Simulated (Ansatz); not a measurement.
# AlGeF (triplet): from Hartree-Fock to the top rungs at a displaced geometry (v2), cc-pVDZ

Aim: climb from Hartree-Fock through coupled cluster for AlGeF (triplet) at one geometry and basis, and see what each rung misses.

Computed with Ansatz 0.2.0, Gaussian basis. Level: cc-pVDZ, core rule «outside noble gas», up to 20 orbitals frozen.

Plan: UHF; CCSD(T) on ROHF; CCSD(T) on UHF; BCCD(T) on ROHF; CISD as a restricted active space (open shells left free, so some higher excitations enter); CCSDT(Q) on ROHF; CCSDT(Q) on UHF.

37 further runs of the same task are left out: 10 for a known fault of the program, 13 that didn't finish, 14 set aside as unsound or not needed. Runs told in other sessions of the task aren't counted.

## (1) The geometry

The geometry is a PBE0/def2-TZVP stationary point (not a proven minimum) with its atoms shifted at random (size 0.100 Å). No spin-orbit coupling is included. The filled d shell of Ge may be among the frozen orbitals whatever the setting's name suggests.

3 atoms, charge 0, spin multiplicity 3.

Atoms are counted from 1 here; the program's logs count them from 0.

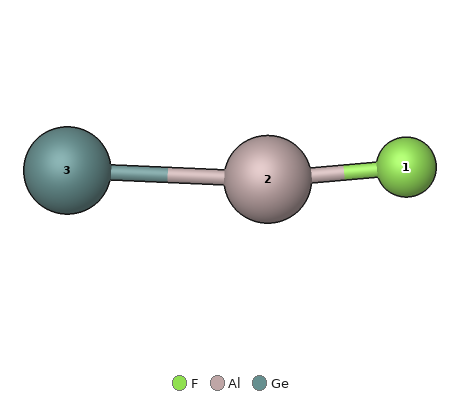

The geometry (fluorine green, aluminium light grey, germanium teal); atoms are numbered from 1 in the order of the file.

In the tables R marks a restricted open-shell determinant and U an unrestricted one; energies count from the table's Hartree-Fock row.

## (2) UHF

in.yaml

```yaml
crystal:
  periodic: [false, false, false]
  atoms:
    - {symbol: F, position_ang: [0.084376, 0.005225, -1.908102]}
    - {symbol: Al, position_ang: [-0.080498, 0.013599, -0.248309]}
    - {symbol: Ge, position_ang: [-0.003878, -0.018825, 2.156411]}
basis:
  gaussian: {orbitals: cc-pVDZ}
magnetization: {spin_polarized: true, initial_magnetization: 2}
hamiltonian: {xc: hf}
output: {orbitals: {seedname: orbitals}}
```

Started as:

```
$ ansatz run in.yaml --threads 1 --pin off --events-out ev --progress --plain --max-ram 2393MiB
```

The log of the run:

```text
Functional definition: HF
  name "HF"
  cite "Fock, Z. Phys. 61, 126 (1930) doi:10.1007/BF01340294"
  parent pbe
  exchange = exact_x
  correlation = 0
638 factors; integrals over basis functions are off by at most 7.1e-4 eV
mean field evaluation 1: about -65760.8261 eV, gradient 2.0e1 eV
mean field evaluation 2: about -65760.8306 eV, gradient 2.0e1 eV
mean field evaluation 4: about -65762.6953 eV, gradient 1.7e0 eV
mean field evaluation 8: about -65762.7451 eV, gradient 1.3e-1 eV
mean field evaluation 16: about -65762.4525 eV, gradient 1.8e0 eV
mean field evaluation 32: about -65762.5456 eV, gradient 1.2e0 eV
mean field evaluation 64: about -65762.7460 eV, gradient 2.2e-5 eV
mean field -65762.74604716 eV, -2416.7363416428 hartree, gradient 2.2e-5 eV, S^2 2.017310; 1 other end points of the search recorded, 0 dependent functions left out
reference -65762.74604716 eV, -2416.7363416428 hartree; 28, 26 occupied and 31, 33 virtual orbitals, 638 factors
Total energy: -65762.74604716 eV, -2416.7363416428 hartree
```

It took 3.7 s on 1 thread of Arm Neoverse N1, shared host.

From the report: ⟨S²⟩ of the determinant 2.017 (pure triplet: 2.00).

## (3) CCSD(T) on ROHF

in.yaml, as its differences from that of step 2:

```diff
@@ -8,4 +8,4 @@
   gaussian: {orbitals: cc-pVDZ}
-magnetization: {spin_polarized: true, initial_magnetization: 2}
-hamiltonian: {xc: hf}
-output: {orbitals: {seedname: orbitals}}
+magnetization: {spin_polarized: false, initial_magnetization: 2}
+correlation: {method: ccsd_t, electrons: outside_noble_gas}
+output: {forces: true}
```

Same command.

The log of the run, shortened:

```text
Functional definition: HF
  name "HF"
  cite "Fock, Z. Phys. 61, 126 (1930) doi:10.1007/BF01340294"
  parent pbe
[...]
638 factors; integrals over basis functions are off by at most 7.1e-4 eV
[...]
mean field -65762.65103858 eV, -2416.7328501419 hartree, gradient 3.6e-6 eV, S^2 2.000000; 2 other end points of the search recorded, 0 dependent functions left out
[...]
determinant -65762.65103858 eV, -2416.7328501419 hartree, with singles and doubles -65771.28899111 eV, -2417.0502890424 hartree
determinant -65760.37003163 eV, -2416.6490246826 hartree, with singles and doubles -65768.96078370 eV, -2416.9647289981 hartree
determinant -65760.24109397 eV, -2416.6442863109 hartree, with singles and doubles -65768.95958562 eV, -2416.9646849697 hartree
20 core orbitals not correlated: weight in the atoms' cores, before any rotation towards them, 1.000 or more for the frozen orbitals, at most 0.000 for the correlated occupied ones
reference -65762.65103858 eV, -2416.7328501419 hartree; 8, 6 occupied and 31, 33 virtual orbitals, 638 factors
second order -8.02718958 eV of doubles, -0.05012940 eV of singles
cycle   1  -8.63780422 eV  change    1.5e-4 eV  update   7.8e-4
[...]
cycle  10  -8.63766301 eV  change   -2.4e-6 eV  update   1.0e-6
perturbative correction -0.23073305 eV, -0.0084792831 hartree
[...]
Total energy: -65771.51943464 eV, -2417.0587576858 hartree
Atom 0 at     0.084376     0.005225    -1.908102 Å, force     0.059459    -0.000096    -0.924074 eV/Å
Atom 1 at    -0.080498     0.013599    -0.248309 Å, force    -0.054990     0.004497     0.363880 eV/Å
Atom 2 at    -0.003878    -0.018825     2.156411 Å, force    -0.004468    -0.004402     0.560194 eV/Å
Dipole moment:    -0.045820     0.006408     0.007040 e Å
```

It took 16 s on 1 thread of Arm Neoverse N1, shared host.

From the report: correlation -8.8684 eV; T1 0.020; largest double amplitude 0.07.

## (4) CCSD(T) on UHF

in.yaml, as its differences from that of step 3:

```diff
@@ -8,3 +8,3 @@
   gaussian: {orbitals: cc-pVDZ}
-magnetization: {spin_polarized: false, initial_magnetization: 2}
+magnetization: {spin_polarized: true, initial_magnetization: 2}
 correlation: {method: ccsd_t, electrons: outside_noble_gas}
```

Same command.

The log of the run, shortened:

```text
Functional definition: HF
  name "HF"
  cite "Fock, Z. Phys. 61, 126 (1930) doi:10.1007/BF01340294"
  parent pbe
[...]
638 factors; integrals over basis functions are off by at most 7.1e-4 eV
[...]
mean field -65762.74604716 eV, -2416.7363416428 hartree, gradient 6.3e-6 eV, S^2 2.017310; 5 other end points of the search recorded, 0 dependent functions left out
determinant -65762.74604716 eV, -2416.7363416428 hartree, with singles and doubles -65771.29535480 eV, -2417.0505229038 hartree
determinant -65760.59400804 eV, -2416.6572556640 hartree, with singles and doubles -65768.83839897 eV, -2416.9602314424 hartree
determinant -65760.51562326 eV, -2416.6543750765 hartree, with singles and doubles -65768.97140246 eV, -2416.9651192303 hartree
determinant -65760.09306812 eV, -2416.6388464613 hartree, with singles and doubles -65768.73619917 eV, -2416.9564756690 hartree
20 core orbitals not correlated: weight in the atoms' cores, before any rotation towards them, 1.000 or more for the frozen orbitals, at most 0.000 for the correlated occupied ones
reference -65762.74604716 eV, -2416.7363416428 hartree; 8, 6 occupied and 31, 33 virtual orbitals, 638 factors
second order -7.95819012 eV of doubles, -0.00000000 eV of singles
cycle   1  -8.54969285 eV  change   -3.9e-4 eV  update   1.5e-3
[...]
cycle  12  -8.54988646 eV  change    7.4e-7 eV  update   4.7e-7
perturbative correction -0.22796548 eV, -0.0083775770 hartree
[...]
Total energy: -65771.52389910 eV, -2417.0589217517 hartree
Atom 0 at     0.084376     0.005225    -1.908102 Å, force     0.059112    -0.000051    -0.923655 eV/Å
Atom 1 at    -0.080498     0.013599    -0.248309 Å, force    -0.054551     0.004472     0.359787 eV/Å
Atom 2 at    -0.003878    -0.018825     2.156411 Å, force    -0.004561    -0.004421     0.563868 eV/Å
Dipole moment:    -0.046202     0.006479     0.005173 e Å
```

It took 19 s on 1 thread of Arm Neoverse N1, shared host.

From the report: ⟨S²⟩ of the determinant 2.017 (pure triplet: 2.00); correlation -8.7779 eV; T1 0.021; largest double amplitude 0.07.

## (5) BCCD(T) on ROHF

in.yaml, as its differences from that of step 4:

```diff
@@ -8,4 +8,3 @@
   gaussian: {orbitals: cc-pVDZ}
-magnetization: {spin_polarized: true, initial_magnetization: 2}
-correlation: {method: ccsd_t, electrons: outside_noble_gas}
-output: {forces: true}
+magnetization: {spin_polarized: false, initial_magnetization: 2}
+correlation: {method: bccd_t, electrons: outside_noble_gas}
```

The command is unchanged.

The log of the run, shortened:

```text
Functional definition: HF
  name "HF"
  cite "Fock, Z. Phys. 61, 126 (1930) doi:10.1007/BF01340294"
  parent pbe
[...]
638 factors; integrals over basis functions are off by at most 7.1e-4 eV
[...]
mean field -65762.65103858 eV, -2416.7328501419 hartree, gradient 3.6e-6 eV, S^2 2.000000; 2 other end points of the search recorded, 0 dependent functions left out
[...]
determinant -65762.65103858 eV, -2416.7328501419 hartree, with singles and doubles -65771.28899111 eV, -2417.0502890424 hartree
determinant -65760.37003163 eV, -2416.6490246826 hartree, with singles and doubles -65768.96078370 eV, -2416.9647289981 hartree
determinant -65760.24109397 eV, -2416.6442863109 hartree, with singles and doubles -65768.95958562 eV, -2416.9646849697 hartree
20 core orbitals not correlated: weight in the atoms' cores, before any rotation towards them, 1.000 or more for the frozen orbitals, at most 0.000 for the correlated occupied ones
reference -65762.65103858 eV, -2416.7328501419 hartree; 8, 6 occupied and 31, 33 virtual orbitals, 638 factors
second order -8.02718958 eV of doubles, -0.05012940 eV of singles
cycle   1  -8.61259113 eV  change    2.5e-2 eV  update   1.2e-2
[...]
cycle   9  -8.61213589 eV  change    9.5e-7 eV  update   9.7e-6
perturbative correction -0.26013383 eV, -0.0095597420 hartree
Total energy: -65771.52330830 eV, -2417.0589000403 hartree
```

Wall time 9.5 s (1 thread of Arm Neoverse N1, shared host).

From the report: correlation -8.8723 eV; largest double amplitude 0.07.

## (6) CISD as a restricted active space (open shells left free, so some higher excitations enter)

in.yaml, as its differences from that of step 5:

```diff
@@ -9,2 +9,2 @@
 magnetization: {spin_polarized: false, initial_magnetization: 2}
-correlation: {method: bccd_t, electrons: outside_noble_gas}
+correlation: {active_space: {ras: {orbitals: [6, 2, 31], electrons: 14, max_holes: 2, max_particles: 2}, fixed_orbitals: true}}
```

Same command.

The log of the run:

```text
Functional definition: HF
  name "HF"
  cite "Fock, Z. Phys. 61, 126 (1930) doi:10.1007/BF01340294"
  parent pbe
  exchange = exact_x
  correlation = 0
638 factors; integrals over basis functions are off by at most 7.1e-4 eV
mean field evaluation 1: about -65760.7379 eV, gradient 2.9e1 eV
mean field evaluation 2: about -65760.7422 eV, gradient 2.9e1 eV
mean field evaluation 4: about -65762.6305 eV, gradient 1.4e0 eV
mean field evaluation 8: about -65762.6510 eV, gradient 2.3e-3 eV
mean field -65762.65103858 eV, -2416.7328501419 hartree, gradient 3.6e-6 eV, S^2 2.000000; 0 other end points of the search recorded, 0 dependent functions left out
reference -65762.65103858 eV, -2416.7328501419 hartree; 28, 26 occupied and 31, 33 virtual orbitals, 638 factors
state -65770.47824195 eV, -2417.0204945604 hartree
Total energy: -65770.47824195 eV, -2417.0204945604 hartree
```

Wall time 13 s (1 thread of Arm Neoverse N1, shared host).

From the report: 151,326 determinants.

## (7) CCSDT(Q) on ROHF

in.yaml, as its differences from that of step 6:

```diff
@@ -9,2 +9,2 @@
 magnetization: {spin_polarized: false, initial_magnetization: 2}
-correlation: {active_space: {ras: {orbitals: [6, 2, 31], electrons: 14, max_holes: 2, max_particles: 2}, fixed_orbitals: true}}
+correlation: {method: ccsdt_q, electrons: outside_noble_gas}
```

Launched as before.

The log of the run, shortened:

```text
Functional definition: HF
  name "HF"
  cite "Fock, Z. Phys. 61, 126 (1930) doi:10.1007/BF01340294"
  parent pbe
[...]
1085 factors; integrals over basis functions are off by at most 1.4e-7 eV
[...]
mean field -65762.65119271 eV, -2416.7328558063 hartree, gradient 2.9e-6 eV, S^2 2.000000; 1 other end points of the search recorded, 0 dependent functions left out
determinant -65762.65119271 eV, -2416.7328558063 hartree, with singles and doubles -65771.28916240 eV, -2417.0502953373 hartree
determinant -65760.37020111 eV, -2416.6490309111 hartree, with singles and doubles -65768.96095602 eV, -2416.9647353310 hartree
20 core orbitals not correlated: weight in the atoms' cores, before any rotation towards them, 1.000 or more for the frozen orbitals, at most 0.000 for the correlated occupied ones
reference -65762.65119271 eV, -2416.7328558063 hartree; 8, 6 occupied and 31, 33 virtual orbitals, 1085 factors
second order -8.02721251 eV of doubles, -0.05012898 eV of singles
cycle   1  -8.32686753 eV  change   -2.5e-1 eV  update   1.0e-1
[...]
cycle  20  -8.90376940 eV  change   -6.8e-7 eV  update   1.2e-6
perturbative correction -0.02204761 eV, -0.0008102346 hartree
Total energy: -65771.57700972 eV, -2417.0608735313 hartree
```

Run time: 93 s. Hardware: 1 thread of Arm Neoverse N1, shared host; peak memory 0.74 GiB.

From the report: correlation -8.9258 eV; T1 0.021; largest double amplitude 0.09.

## (8) CCSDT(Q) on UHF

in.yaml, as its differences from that of step 7:

```diff
@@ -8,3 +8,3 @@
   gaussian: {orbitals: cc-pVDZ}
-magnetization: {spin_polarized: false, initial_magnetization: 2}
+magnetization: {spin_polarized: true, initial_magnetization: 2}
 correlation: {method: ccsdt_q, electrons: outside_noble_gas}
```

Same command.

The log of the run, shortened:

```text
Functional definition: HF
  name "HF"
  cite "Fock, Z. Phys. 61, 126 (1930) doi:10.1007/BF01340294"
  parent pbe
[...]
1085 factors; integrals over basis functions are off by at most 1.4e-7 eV
[...]
mean field -65762.74620098 eV, -2416.7363472958 hartree, gradient 3.2e-6 eV, S^2 2.017311; 5 other end points of the search recorded, 0 dependent functions left out
determinant -65762.74620098 eV, -2416.7363472958 hartree, with singles and doubles -65771.29552603 eV, -2417.0505291962 hartree
determinant -65760.59417770 eV, -2416.6572618989 hartree, with singles and doubles -65768.83860435 eV, -2416.9602389900 hartree
determinant -65760.51579208 eV, -2416.6543812805 hartree, with singles and doubles -65768.97157875 eV, -2416.9651257090 hartree
determinant -65760.09323115 eV, -2416.6388524526 hartree, with singles and doubles -65768.73634291 eV, -2416.9564809514 hartree
20 core orbitals not correlated: weight in the atoms' cores, before any rotation towards them, 1.000 or more for the frozen orbitals, at most 0.000 for the correlated occupied ones
reference -65762.74620098 eV, -2416.7363472958 hartree; 8, 6 occupied and 31, 33 virtual orbitals, 1085 factors
second order -7.95821292 eV of doubles, -0.00000000 eV of singles
cycle   1  -8.21310539 eV  change   -2.5e-1 eV  update   1.1e-1
[...]
cycle  19  -8.81409893 eV  change    2.5e-8 eV  update   1.7e-6
perturbative correction -0.02510205 eV, -0.0009224832 hartree
Total energy: -65771.58540196 eV, -2417.0611819402 hartree
```

Wall time 86 s (1 thread of Arm Neoverse N1, shared host); peak memory 0.54 GiB.

From the report: ⟨S²⟩ of the determinant 2.017 (pure triplet: 2.00); correlation -8.8392 eV; T1 0.022; largest double amplitude 0.08.

## (9) Misses and costs

The yardstick is UCCSDT(Q), where the cluster series has nearly closed. Rows without a time are mean-field rows or come out of runs for another level: lower rungs of the coupled-cluster runs, or the Hartree-Fock search. The times of RCCSD(T), UCCSD(T) include forces.

Differences are taken before rounding.

| method | energy from the lowest ROHF (kJ/mol) | from UCCSDT(Q) (kJ/mol) | time |
| --- | --- | --- | --- |
| ROHF | 0.0 | +862.0 |  |
| UHF | -9.2 | +852.9 |  |
| RMP2 | -779.3 | +82.7 |  |
| UMP2 | -777.0 | +85.0 |  |
| CISD | -755.2 | +106.8 | 13 s |
| RCCSD | -833.4 | +28.6 |  |
| UCCSD | -834.1 | +27.9 |  |
| RCCSD(T) | -855.7 | +6.4 | 16 s |
| UCCSD(T) | -856.1 | +5.9 | 19 s |
| BCCD(T) | -856.0 | +6.0 | 9.5 s |
| RCCSDT | -859.1 | +2.9 |  |
| UCCSDT | -859.6 | +2.4 |  |
| RCCSDT(Q) | -861.2 | +0.8 | 93 s |
| UCCSDT(Q) | -862.0 | 0 | 86 s |

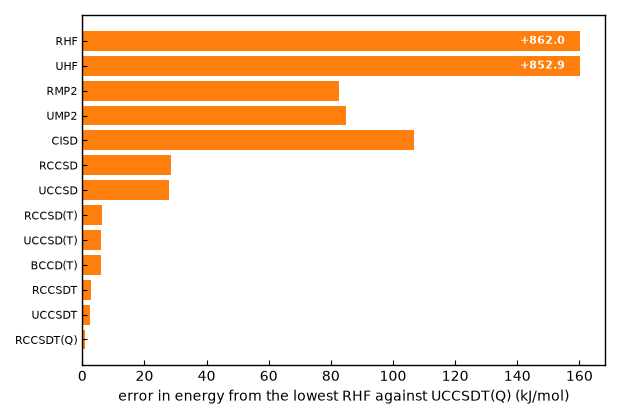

How far each level lands from UCCSDT(Q). Bars with a number in them are cut short.

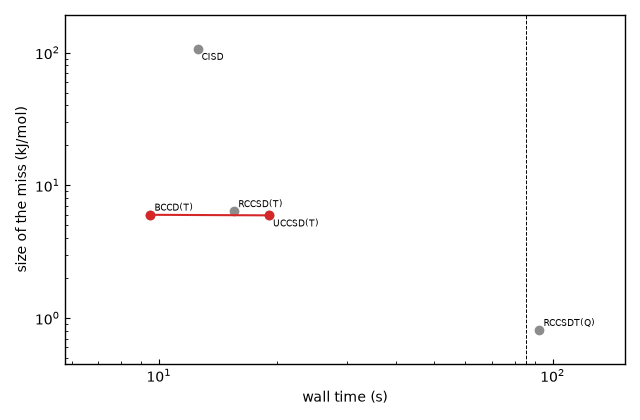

Miss against cost. Red marks the levels that no quicker level drawn beats (of those quicker than the yardstick), and the dashed line is the time of UCCSDT(Q). Times are from a shared host.

## (10) Results

| quantity | value |
| --- | --- |
| UCCSDT(Q) from the ROHF energy | -8.9344 eV |
| RMP2 from UCCSDT(Q) | +82.7 kJ/mol |
| UMP2 from UCCSDT(Q) | +85.0 kJ/mol |
| RCCSD from UCCSDT(Q) | +28.6 kJ/mol |
| RCCSD(T) from UCCSDT(Q) | +6.4 kJ/mol |
| UCCSD(T) from UCCSDT(Q) | +5.9 kJ/mol |
| RCCSDT(Q) from UCCSDT(Q) | +0.8 kJ/mol |
| levels within 1 kcal/mol (43 meV) | RCCSDT, UCCSDT, RCCSDT(Q) |
| T1 diagnostic | 0.020 |

**Reading.** RCCSD(T) misses by +6.4 kJ/mol, 0.7 % of the correlation energy. These misses are within one basis, not against nature; the frozen cores of restricted and unrestricted runs differ, which can shift their rows.

With open shells the CI space here admits some higher excitations, so it is larger than plain CISD.

For cost: UCCSD(T) gets within 5.9 kJ/mol in 19 s, where UCCSDT(Q) took 86 s; the quickest level in the cost chart, BCCD(T), takes 9.5 s and misses by 6.0 kJ/mol.
